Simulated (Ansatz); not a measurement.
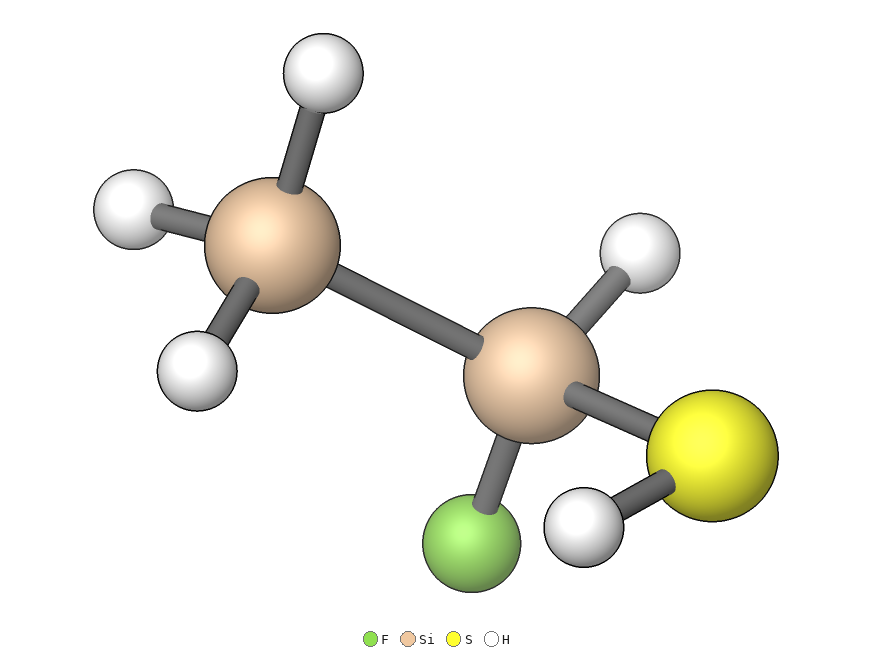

The geometry was computed by an optimisation with PBE0-D4/def2-TZVP.

Give the formula.

FH5SSi2, 9 atoms: 1 fluorine, 5 hydrogen, 1 sulfur and 2 silicon.

Name functional groups in it.

Among them: Si–H bond.

The parts below concern this one geometry. Atoms keep their numbers from picture to picture.

**Shape**

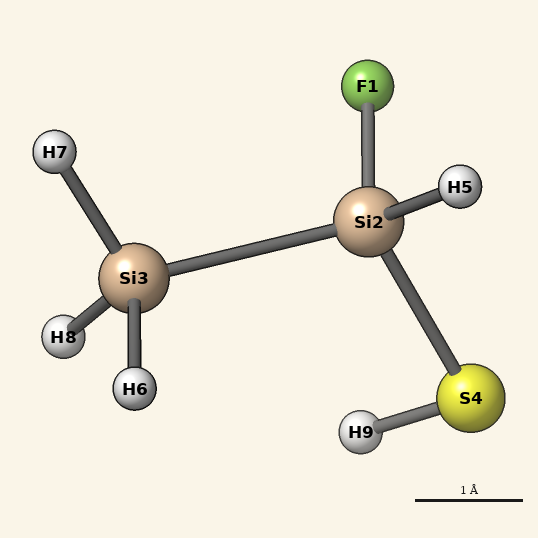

Numbered structure.

What are the angles F1–Si2–Si3, F1–Si2–S4, F1–Si2–H5, Si3–Si2–S4, Si3–Si2–H5, S4–Si2–H5, Si2–Si3–H6, Si2–Si3–H7, Si2–Si3–H8, Si2–S4–H9?

```json
{"angle": "F1–Si2–Si3", "degrees": "108.5"}
{"angle": "F1–Si2–S4", "degrees": "111.6"}
{"angle": "F1–Si2–H5", "degrees": "107.3"}
{"angle": "Si3–Si2–S4", "degrees": "110.4"}
{"angle": "Si3–Si2–H5", "degrees": "114.8"}
{"angle": "S4–Si2–H5", "degrees": "104.2"}
{"angle": "Si2–Si3–H6", "degrees": "108.8"}
{"angle": "Si2–Si3–H7", "degrees": "111.5"}
{"angle": "Si2–Si3–H8", "degrees": "108.5"}
{"angle": "Si2–S4–H9", "degrees": "95.0"}
```

**Dipole moment**

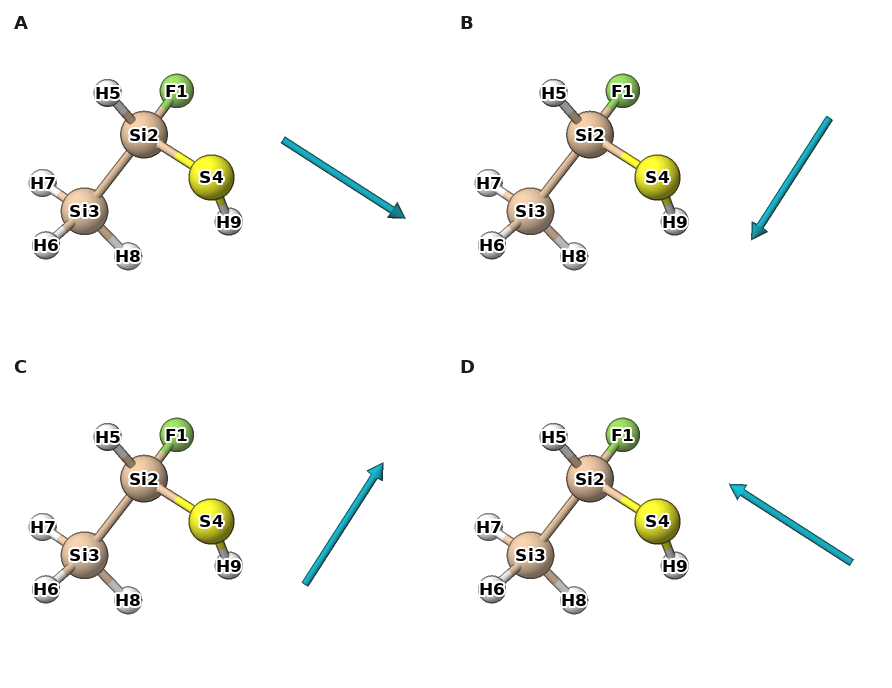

The same molecule four times, each with an arrow. Method: RKS r2SCAN-D4/def2-TZVPP (Ansatz 0.2.0).

Which arrow points along the dipole moment, from the negative to the positive end?

B. The dipole moment is 1.34 D; it points from the side of F1 to the side of H6 (the outermost atoms at the two ends).

**Vibrations**

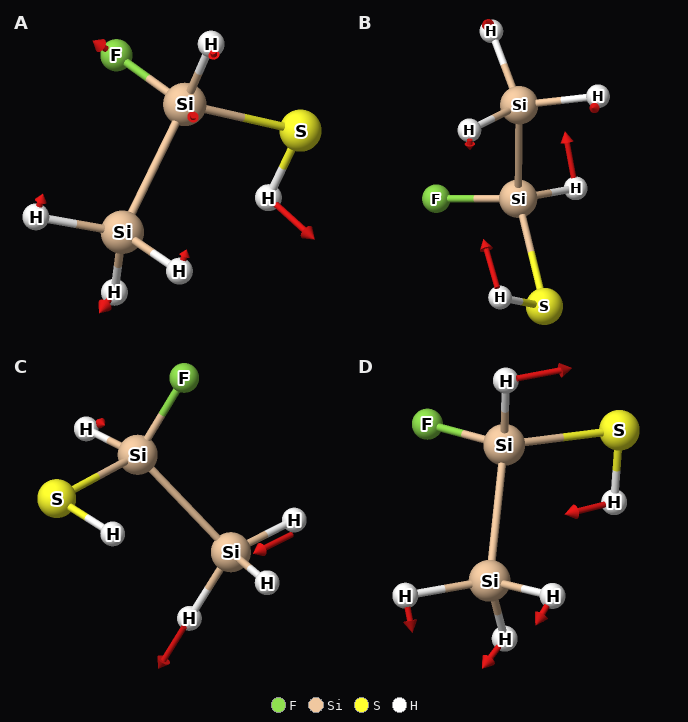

4 normal modes of one molecule or complex, as arrows. Harmonic vibrations computed with RKS PBE0-D4/def2-TZVP (Ansatz 0.2.0) at a stationary point of the same level.

Match the panels to the wavenumbers 229 cm⁻¹, 675 cm⁻¹, 878 cm⁻¹, 2236 cm⁻¹.

A: 229 cm⁻¹
B: 675 cm⁻¹, angle bending
C: 2236 cm⁻¹, out-of-phase stretching of 2 Si–H bonds
D: 878 cm⁻¹

**Charges**

The questions are on Mulliken charges. Level of theory: RKS PBE0-D4/def2-TZVP (Ansatz 0.2.0).

Which atom carries the highest charge (most positive or least negative)?

Si2 (0.47 e).

And the lowest?

F1, S4 (−0.30 e).

List the Mulliken charges.

| atom | value (e) |
| --- | --- |
| F1 | −0.30 |
| Si2 | 0.47 |
| Si3 | −0.01 |
| S4 | −0.30 |
| H5 | −0.02 |
| H6 | 0.00 |
| H7 | 0.00 |
| H8 | −0.01 |
| H9 | 0.18 |

Mulliken values depend strongly on the basis set and can even reverse the polarity of a bond.
